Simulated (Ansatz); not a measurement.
# AlF3H4O2: two geometries relaxed, part 2 of 2

Aim: relax the geometries before and after the reaction (exchange6), and see whether they are two minima and how far apart in energy. Meant to form: Al1–F6, H5–O8, H7–O2; to break: Al1–O2, H5–F6, H7–O8. The start is a guess near the saddle point, from which both ends are pulled out.

Ansatz 0.2.0; RKS PBE0-D4/6-31G*.

## (6) Pulling towards end B

Springs on the bonds that form and break draw the guess towards this end; the thresholds are loose.

The input, input.yaml:

```yaml
crystal:
  periodic: [false, false, false]
  atoms:
    - { symbol: Al, position_ang: [-0.5532, -1.5272, 0.0707] }
    - { symbol: O, position_ang: [1.2022, -0.3129, -0.3544] }
    - { symbol: F, position_ang: [-1.3099, -1.8136, -1.3497] }
    - { symbol: F, position_ang: [-0.2421, -2.6092, 1.2472] }
    - { symbol: H, position_ang: [-0.618, 1.1875, 0.7634] }
    - { symbol: F, position_ang: [-1.3572, 0.2435, 0.8863] }
    - { symbol: H, position_ang: [0.9193, 0.8865, -0.0185] }
    - { symbol: O, position_ang: [0.3225, 1.9437, 0.367] }
    - { symbol: H, position_ang: [1.655, -0.3669, -1.1905] }
    - { symbol: H, position_ang: [-0.0185, 2.3685, -0.4216] }
basis:
  gaussian: { orbitals: "6-31G*" }
hamiltonian:
  xc: pbe0
  dispersion: d4
relax:
  f_tol: 0.15
  max_steps: 25
  restrain:
    - { distance: [0, 5], at: 1.78, k: 30.0 }
    - { distance: [4, 7], at: 0.97, k: 30.0 }
    - { distance: [6, 1], at: 0.97, k: 30.0 }
    - { distance: [0, 1], at: 3.17, k: 30.0 }
    - { distance: [4, 5], at: 2.18, k: 30.0 }
    - { distance: [6, 7], at: 2.27, k: 30.0 }
```

Command:

```
$ ansatz run input.yaml --threads 2 --pin off --max-ram 3072MiB --backend cpu --events-out ev --progress --plain --runs-dir out
```

The log of the run:

```text
Warning: RAYON_NUM_THREADS=2 ignored (pool sized by the plan → 2); use --threads N
The last accepted step is kept in <dir> (removed where the run ends without a failure and the disk answers)
Engine: ansatz 0.2.0, x86_64-unknown-linux-gnu
Functional definition: PBE0
  parameter a = 0.25
  parameter kappa = 0.804
  parameter beta = 0.06672455060314922
  exchange = (1 - a)*pbe_x(kappa = kappa, mu = beta*pi^2/3) + a*exact_x
  correlation = pbe_c(beta = beta)
980 factors; integrals over basis functions are off by at most 5.1e-4 eV
mean field evaluation 1: about -18887.5533 eV, gradient 7.4e1 eV
mean field evaluation 2: about -18878.7371 eV, gradient 1.0e2 eV
mean field evaluation 4: about -18896.2216 eV, gradient 3.0e0 eV
mean field evaluation 8: about -18896.2537 eV, gradient 1.8e-1 eV
mean field evaluation 16: about -18896.2537 eV, gradient 8.5e-6 eV
mean field -18896.25371097 eV, -694.4245155373 hartree, gradient 8.5e-6 eV, S^2 0.000000; 0 other end points of the search recorded, 0 dependent functions left out
the calculation of the forces begins
reference -18896.25374780 eV, -694.4245168909 hartree; 30, 30 occupied and 72, 72 virtual orbitals, 980 factors
relax step   1: F+E_penalty+E_count = -18896.37979258 eV  Δ(F+E_penalty+E_count) = +0.000e0 eV  max|allowed force component| = 4.265e0 eV/Å  E_restraint = 48.33819070 eV  max|allowed force component, restraints' pulls added| = 3.339e1 eV/Å  Δτ_max = 0.0000 Å  (27 SCF iters, accepted)
  distance Al 0 - F 5 = 2.1088 Å
  distance H 4 - O 7 = 1.2702 Å
  distance H 6 - O 1 = 1.2773 Å
  distance Al 0 - O 1 = 2.1764 Å
  distance H 4 - F 5 = 1.2053 Å
  distance H 6 - O 7 = 1.2738 Å
these checks for a lower state are left out or cut short: starts, cluster_reference, orbital_swaps, neighbouring_geometries, increment
980 factors; integrals over basis functions are off by at most 5.0e-4 eV
mean field -18896.46957692 eV, -694.4324484647 hartree, gradient 7.6e-5 eV, S^2 0.000000; 0 other end points of the search recorded, 0 dependent functions left out
the calculation of the forces begins
reference -18896.46961325 eV, -694.4324497999 hartree; 30, 30 occupied and 72, 72 virtual orbitals, 980 factors
relax step   2: F+E_penalty+E_count = -18896.59916187 eV  Δ(F+E_penalty+E_count) = -2.194e-1 eV  max|allowed force component| = 4.322e0 eV/Å  E_restraint = 20.00881626 eV  max|allowed force component, restraints' pulls added| = 2.188e1 eV/Å  Δτ_max = 0.1949 Å  (30 SCF iters, accepted)
  distance Al 0 - F 5 = 1.9180 Å
  distance H 4 - O 7 = 1.1034 Å
  distance H 6 - O 1 = 1.0731 Å
  distance Al 0 - O 1 = 2.5285 Å
  distance H 4 - F 5 = 1.5340 Å
  distance H 6 - O 7 = 1.5935 Å
these checks for a lower state are left out or cut short: starts, cluster_reference, orbital_swaps, neighbouring_geometries, increment
980 factors; integrals over basis functions are off by at most 3.5e-4 eV
mean field -18896.45810954 eV, -694.4320270462 hartree, gradient 6.0e-6 eV, S^2 0.000000; 0 other end points of the search recorded, 0 dependent functions left out
the calculation of the forces begins
reference -18896.45814554 eV, -694.4320283691 hartree; 30, 30 occupied and 72, 72 virtual orbitals, 980 factors
relax step   3: F+E_penalty+E_count = -18896.58636134 eV  Δ(F+E_penalty+E_count) = +1.280e-2 eV  max|allowed force component| = 6.168e0 eV/Å  E_restraint = 4.49510266 eV  max|allowed force component, restraints' pulls added| = 1.087e1 eV/Å  Δτ_max = 0.1947 Å  (31 SCF iters, accepted)
  distance Al 0 - F 5 = 1.7429 Å
  distance H 4 - O 7 = 0.9210 Å
  distance H 6 - O 1 = 0.8928 Å
  distance Al 0 - O 1 = 2.8358 Å
  distance H 4 - F 5 = 1.9114 Å
  distance H 6 - O 7 = 1.9443 Å
these checks for a lower state are left out or cut short: starts, cluster_reference, orbital_swaps, neighbouring_geometries, increment
980 factors; integrals over basis functions are off by at most 3.6e-4 eV
mean field evaluation 32: about -18896.1040 eV, gradient 9.0e0 eV
mean field -18896.44735610 eV, -694.4316318645 hartree, gradient 1.1e-5 eV, S^2 0.000000; 0 other end points of the search recorded, 0 dependent functions left out
the calculation of the forces begins
reference -18896.44739238 eV, -694.4316331980 hartree; 30, 30 occupied and 72, 72 virtual orbitals, 980 factors
relax step   4: F+E_penalty+E_count = -18896.56637840 eV  Δ(F+E_penalty+E_count) = +1.998e-2 eV  max|allowed force component| = 2.744e0 eV/Å  E_restraint = 0.19038665 eV  max|allowed force component, restraints' pulls added| = 2.935e0 eV/Å  Δτ_max = 0.1962 Å  (27 SCF iters, accepted)
  distance Al 0 - F 5 = 1.7045 Å
  distance H 4 - O 7 = 0.9431 Å
  distance H 6 - O 1 = 0.9355 Å
  distance Al 0 - O 1 = 3.1175 Å
  distance H 4 - F 5 = 2.1529 Å
  distance H 6 - O 7 = 2.2301 Å
these checks for a lower state are left out or cut short: starts, cluster_reference, orbital_swaps, neighbouring_geometries, increment
980 factors; integrals over basis functions are off by at most 3.7e-4 eV
mean field -18896.56550027 eV, -694.4359735829 hartree, gradient 7.6e-6 eV, S^2 0.000000; 0 other end points of the search recorded, 0 dependent functions left out
the calculation of the forces begins
reference -18896.56553721 eV, -694.4359749402 hartree; 30, 30 occupied and 72, 72 virtual orbitals, 980 factors
relax step   5: F+E_penalty+E_count = -18896.68165190 eV  Δ(F+E_penalty+E_count) = -1.153e-1 eV  max|allowed force component| = 1.661e0 eV/Å  E_restraint = 0.05896317 eV  max|allowed force component, restraints' pulls added| = 1.281e0 eV/Å  Δτ_max = 0.1949 Å  (28 SCF iters, accepted)
  distance Al 0 - F 5 = 1.7218 Å
  distance H 4 - O 7 = 0.9730 Å
  distance H 6 - O 1 = 0.9705 Å
  distance Al 0 - O 1 = 3.1474 Å
  distance H 4 - F 5 = 2.1785 Å
  distance H 6 - O 7 = 2.2655 Å
these checks for a lower state are left out or cut short: starts, cluster_reference, orbital_swaps, neighbouring_geometries, increment
980 factors; integrals over basis functions are off by at most 3.7e-4 eV
mean field -18896.60047748 eV, -694.4372589717 hartree, gradient 1.4e-5 eV, S^2 0.000000; 0 other end points of the search recorded, 0 dependent functions left out
the calculation of the forces begins
reference -18896.60051453 eV, -694.4372603330 hartree; 30, 30 occupied and 72, 72 virtual orbitals, 980 factors
relax step   6: F+E_penalty+E_count = -18896.71699725 eV  Δ(F+E_penalty+E_count) = -3.535e-2 eV  max|allowed force component| = 1.808e0 eV/Å  E_restraint = 0.05973114 eV  max|allowed force component, restraints' pulls added| = 9.952e-1 eV/Å  Δτ_max = 0.2000 Å  (26 SCF iters, accepted)
  distance Al 0 - F 5 = 1.7213 Å
  distance H 4 - O 7 = 0.9722 Å
  distance H 6 - O 1 = 0.9723 Å
  distance Al 0 - O 1 = 3.1483 Å
  distance H 4 - F 5 = 2.1769 Å
  distance H 6 - O 7 = 2.2636 Å
these checks for a lower state are left out or cut short: starts, cluster_reference, orbital_swaps, neighbouring_geometries, increment
980 factors; integrals over basis functions are off by at most 3.9e-4 eV
mean field -18896.58130735 eV, -694.4365544822 hartree, gradient 2.7e-5 eV, S^2 0.000000; 0 other end points of the search recorded, 0 dependent functions left out
the calculation of the forces begins
reference -18896.58134448 eV, -694.4365558468 hartree; 30, 30 occupied and 72, 72 virtual orbitals, 980 factors
relax step   7: F+E_penalty+E_count = -18896.69793145 eV  Δ(F+E_penalty+E_count) = +1.907e-2 eV  max|allowed force component| = 1.867e0 eV/Å  E_restraint = 0.06220054 eV  max|allowed force component, restraints' pulls added| = 1.577e0 eV/Å  Δτ_max = 0.1954 Å  (27 SCF iters, rejected (line search))
  distance Al 0 - F 5 = 1.7187 Å
  distance H 4 - O 7 = 0.9732 Å
  distance H 6 - O 1 = 0.9664 Å
  distance Al 0 - O 1 = 3.1523 Å
  distance H 4 - F 5 = 2.1782 Å
  distance H 6 - O 7 = 2.2635 Å
these checks for a lower state are left out or cut short: starts, cluster_reference, orbital_swaps, neighbouring_geometries, increment
980 factors; integrals over basis functions are off by at most 3.7e-4 eV
mean field evaluation 64: about -18896.6649 eV, gradient 3.3e-4 eV
mean field -18896.66490172 eV, -694.4396265187 hartree, gradient 2.6e-5 eV, S^2 0.000000; 0 other end points of the search recorded, 0 dependent functions left out
the calculation of the forces begins
reference -18896.66493875 eV, -694.4396278797 hartree; 30, 30 occupied and 72, 72 virtual orbitals, 980 factors
relax step   8: F+E_penalty+E_count = -18896.78235916 eV  Δ(F+E_penalty+E_count) = -6.536e-2 eV  max|allowed force component| = 1.822e0 eV/Å  E_restraint = 0.06565488 eV  max|allowed force component, restraints' pulls added| = 1.476e-1 eV/Å  Δτ_max = 0.0977 Å  (25 SCF iters, accepted)
  distance Al 0 - F 5 = 1.7196 Å
  distance H 4 - O 7 = 0.9701 Å
  distance H 6 - O 1 = 0.9690 Å
  distance Al 0 - O 1 = 3.1457 Å
  distance H 4 - F 5 = 2.1733 Å
  distance H 6 - O 7 = 2.2604 Å
these checks for a lower state are left out or cut short: starts, cluster_reference, orbital_swaps, neighbouring_geometries, increment
980 factors; integrals over basis functions are off by at most 3.7e-4 eV
mean field -18896.66781728 eV, -694.4397336635 hartree, gradient 1.1e-5 eV, S^2 0.000000; 0 other end points of the search recorded, 0 dependent functions left out
the calculation of the forces begins
reference -18896.66785438 eV, -694.4397350269 hartree; 30, 30 occupied and 72, 72 virtual orbitals, 980 factors
relax step   9: F+E_penalty+E_count = -18896.78549591 eV  Δ(F+E_penalty+E_count) = -3.137e-3 eV  max|allowed force component| = 1.772e0 eV/Å  E_restraint = 0.06657402 eV  max|allowed force component, restraints' pulls added| = 3.984e-1 eV/Å  Δτ_max = 0.0996 Å  (26 SCF iters, accepted)
  distance Al 0 - F 5 = 1.7186 Å
  distance H 4 - O 7 = 0.9722 Å
  distance H 6 - O 1 = 0.9675 Å
  distance Al 0 - O 1 = 3.1470 Å
  distance H 4 - F 5 = 2.1743 Å
  distance H 6 - O 7 = 2.2604 Å
these checks for a lower state are left out or cut short: starts, cluster_reference, orbital_swaps, neighbouring_geometries, increment
980 factors; integrals over basis functions are off by at most 3.6e-4 eV
mean field -18896.66931063 eV, -694.4397885432 hartree, gradient 1.5e-5 eV, S^2 0.000000; 0 other end points of the search recorded, 0 dependent functions left out
the calculation of the forces begins
reference -18896.66934788 eV, -694.4397899119 hartree; 30, 30 occupied and 72, 72 virtual orbitals, 980 factors
relax step  10: F+E_penalty+E_count = -18896.78839422 eV  Δ(F+E_penalty+E_count) = -2.898e-3 eV  max|allowed force component| = 1.759e0 eV/Å  E_restraint = 0.06124486 eV  max|allowed force component, restraints' pulls added| = 7.524e-2 eV/Å  Δτ_max = 0.1500 Å  (26 SCF iters, accepted)
  distance Al 0 - F 5 = 1.7217 Å
  distance H 4 - O 7 = 0.9677 Å
  distance H 6 - O 1 = 0.9708 Å
  distance Al 0 - O 1 = 3.1466 Å
  distance H 4 - F 5 = 2.1748 Å
  distance H 6 - O 7 = 2.2599 Å
980 factors; integrals over basis functions are off by at most 3.6e-4 eV
mean field evaluation 96: about -18896.6693 eV, gradient 5.1e-5 eV
mean field -18896.66931063 eV, -694.4397885432 hartree, gradient 1.5e-5 eV, S^2 0.000000; 1 other end points of the search recorded, 0 dependent functions left out
the calculation of the forces begins
reference -18896.66934788 eV, -694.4397899119 hartree; 30, 30 occupied and 72, 72 virtual orbitals, 980 factors
Total energy: -18896.78843146 eV, -694.4441661530 hartree
Atom 0 at    -0.992949    -1.564695     0.298779 Å, force    -0.044172     1.758907     0.707799 eV/Å
Atom 1 at     1.808896    -0.314676    -0.400055 Å, force    -0.612891    -0.264841     0.196864 eV/Å
Atom 2 at    -1.187195    -1.655621    -1.324501 Å, force    -0.002575     0.011023    -0.040650 eV/Å
Atom 3 at    -0.538069    -2.854164     1.193729 Å, force     0.005644    -0.015492     0.013585 eV/Å
Atom 4 at    -0.480631     1.647878     0.851815 Å, force    -0.111364    -0.109888    -0.014209 eV/Å
Atom 5 at    -1.628642    -0.181989     1.103891 Å, force     0.790245    -1.316684    -0.866572 eV/Å
Atom 6 at     1.620744     0.623119    -0.234183 Å, force    -0.212407     0.166088     0.053735 eV/Å
Atom 7 at     0.083323     2.195206     0.287207 Å, force     0.226749    -0.212077    -0.044955 eV/Å
Atom 8 at     1.821543    -0.390946    -1.362378 Å, force    -0.013286     0.000690    -0.015140 eV/Å
Atom 9 at    -0.506919     2.495787    -0.414403 Å, force    -0.025942    -0.017726     0.009543 eV/Å
Dipole moment:    -0.212085     0.301013    -0.404250 e Å
```

Run time: 20 s. Hardware: 2 threads of Intel Xeon Platinum 8488C (Sapphire Rapids), shared host; peak memory 0.23 GiB.

Relaxation path:

```tsv
step	energy from step 1 (eV)	largest force component (eV/Å)
1	0.0000	4.2646
2	-0.2194	4.3222
3	-0.2066	6.1676
4	-0.1866	2.7438
5	-0.3019	1.6609
6	-0.3372	1.8082
7x	-0.3181	1.8675
8	-0.4026	1.8218
9	-0.4057	1.7719
10	-0.4086	1.7589
```

Step 1 is the start. 1 step was tried and not accepted (marked x). Energies and forces in the table leave out the springs, which the log lists apart; the run stops on the force with the springs' pull added.

After: Bond lengths: Al1–F3 1.637 Å, Al1–F4 1.634 Å, Al1–F6 1.722 Å, O2–H7 0.971 Å, H5–O8 0.968 Å, O2–H9 0.965 Å, O8–H10 0.965 Å. Angles: F3–Al1–F4 122.1°, F3–Al1–F6 117.7°, F4–Al1–F6 118.7°, H7–O2–H9 104.4°, H5–O8–H10 104.1°.

Pairs that crossed the distance rule for bonds on the way: came closer O2–H7, H5–O8; moved apart Al1–O2.

## (7) End point B

It starts where the restrained run ended.

The input, input.yaml:

```yaml
crystal:
  periodic: [false, false, false]
  atoms:
    - { symbol: Al, position_ang: [-0.992949, -1.564695, 0.298779] }
    - { symbol: O, position_ang: [1.808896, -0.314676, -0.400055] }
    - { symbol: F, position_ang: [-1.187195, -1.655621, -1.324501] }
    - { symbol: F, position_ang: [-0.538069, -2.854164, 1.193729] }
    - { symbol: H, position_ang: [-0.480631, 1.647878, 0.851815] }
    - { symbol: F, position_ang: [-1.628642, -0.181989, 1.103891] }
    - { symbol: H, position_ang: [1.620744, 0.623119, -0.234183] }
    - { symbol: O, position_ang: [0.083323, 2.195206, 0.287207] }
    - { symbol: H, position_ang: [1.821543, -0.390946, -1.362378] }
    - { symbol: H, position_ang: [-0.506919, 2.495787, -0.414403] }
basis:
  gaussian: { orbitals: "6-31G*" }
hamiltonian:
  xc: pbe0
  dispersion: d4
relax:
  f_tol: 0.03
  max_steps: 50
output:
  orbitals: {}
```

Command:

```
$ ansatz run input.yaml --threads 2 --pin off --max-ram 3072MiB --backend cpu --events-out ev --progress --plain --runs-dir out
```

The log of the run (excerpt; [...] marks lines left out):

```text
Warning: RAYON_NUM_THREADS=2 ignored (pool sized by the plan → 2); use --threads N
[...]
[... 1 set-up line as earlier in the session ...]
[...]
978 factors; integrals over basis functions are off by at most 3.7e-4 eV
[...]
mean field -18896.66931976 eV, -694.4397888786 hartree, gradient 3.7e-6 eV, S^2 0.000000; 0 other end points of the search recorded, 0 dependent functions left out
[...]
reference -18896.66935651 eV, -694.4397902291 hartree; 30, 30 occupied and 72, 72 virtual orbitals, 978 factors
relax step   1: F+E_penalty+E_count = -18896.78840334 eV  Δ(F+E_penalty+E_count) = +0.000e0 eV  max|allowed force component| = 1.758e0 eV/Å  Δτ_max = 0.0000 Å  (25 SCF iters, accepted)
[...]
relax step   4: F+E_penalty+E_count = -18898.06730933 eV  Δ(F+E_penalty+E_count) = -5.590e-1 eV  max|allowed force component| = 7.842e-1 eV/Å  Δτ_max = 0.1997 Å  (27 SCF iters, accepted)
[...]
Total energy: -18898.43382200 eV, -694.5046331399 hartree
Atom 0 at    -0.513259    -1.323241     0.143991 Å, force    -0.013776    -0.022510     0.002295 eV/Å
Atom 1 at     1.084357    -0.375826    -0.282764 Å, force     0.005760    -0.005301    -0.013734 eV/Å
Atom 2 at    -0.985225    -1.739203    -1.393235 Å, force     0.007181     0.007564     0.026170 eV/Å
Atom 3 at    -0.134543    -2.539240     1.195209 Å, force    -0.006060     0.024292    -0.019315 eV/Å
Atom 4 at    -0.516746     1.453823     0.741935 Å, force    -0.006636     0.004024     0.002871 eV/Å
Atom 5 at    -1.385573    -0.046858     0.829126 Å, force     0.011902    -0.009870    -0.010906 eV/Å
Atom 6 at     0.941355     0.623001    -0.111914 Å, force     0.003024     0.005398     0.002117 eV/Å
Atom 7 at     0.263331     1.936138     0.386520 Å, force     0.007022    -0.007850     0.008687 eV/Å
Atom 8 at     1.332675    -0.508526    -1.209665 Å, force    -0.002095     0.000033     0.008732 eV/Å
Atom 9 at    -0.086273     2.519831    -0.299301 Å, force    -0.006321     0.004221    -0.006916 eV/Å
Dipole moment:     0.354335     0.902988    -0.551701 e Å
```

Run time: 25 s. Hardware: 2 threads of Intel Xeon Platinum 8488C (Sapphire Rapids), shared host; peak memory 0.23 GiB.

Relaxation path:

```tsv
step	energy from step 1 (eV)	largest force component (eV/Å)
1	0.0000	1.7585
2	-0.3228	1.0541
3	-0.7199	1.4686
4	-1.2789	0.7842
5	-1.5081	1.2621
6	-1.6060	0.5930
7	-1.6354	0.3054
8	-1.6409	0.0847
9	-1.6425	0.0505
10	-1.6442	0.0261
11	-1.6448	0.0599
12	-1.6451	0.0367
13	-1.6454	0.0262
```

Step 1 is the start.

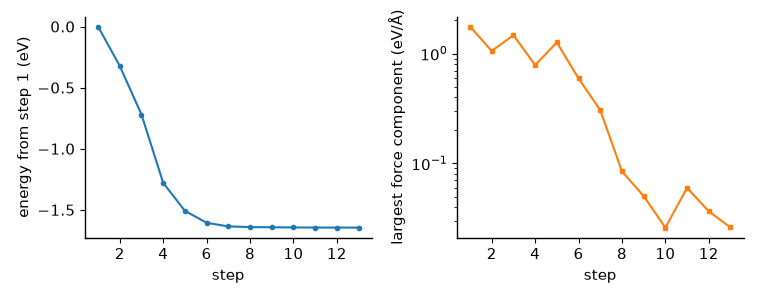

Energy and largest force along the relaxation.

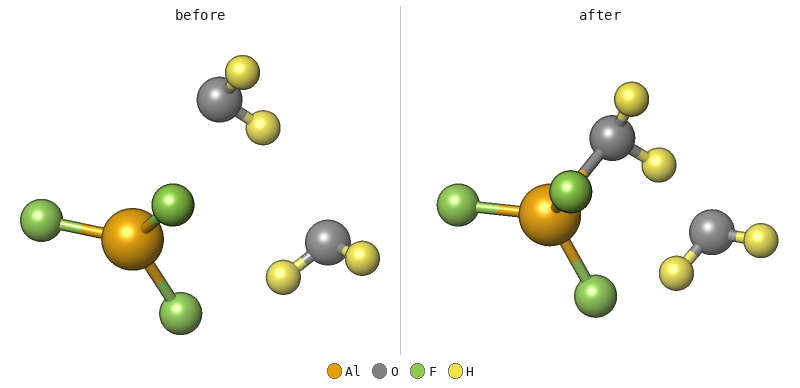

The structure before (left) and after (right), drawn at the same scale.

After: Bond lengths: Al1–O2 1.906 Å, Al1–F3 1.661 Å, Al1–F4 1.651 Å, Al1–F6 1.691 Å, O2–H7 1.023 Å, H5–O8 0.984 Å, O2–H9 0.969 Å, O8–H10 0.966 Å. Angles: Al1–O2–H7 109.3°, Al1–O2–H9 111.2°, H7–O2–H9 109.2°, O2–Al1–F3 98.9°, O2–Al1–F4 108.4°, O2–Al1–F6 98.5°, F3–Al1–F4 118.0°, F3–Al1–F6 114.7°, F4–Al1–F6 114.6°, H5–O8–H10 105.4°.

Pairs that crossed the distance rule for bonds on the way: came closer Al1–O2.

## (8) Summary of results

The summary covers parts 1 to 2.

| quantity | value |
| --- | --- |
| end A | 16 moves, 2.439 eV lower |
| end B | 12 moves, 1.645 eV lower |
| largest difference between the ends | 0.02 Å |
| end B relative to end A | -0.000 eV |

What this shows: Both starts fell into the same minimum (no atom differs by more than 0.02 Å), so from this start no second minimum was found and no band was run; another arrangement could still be one.
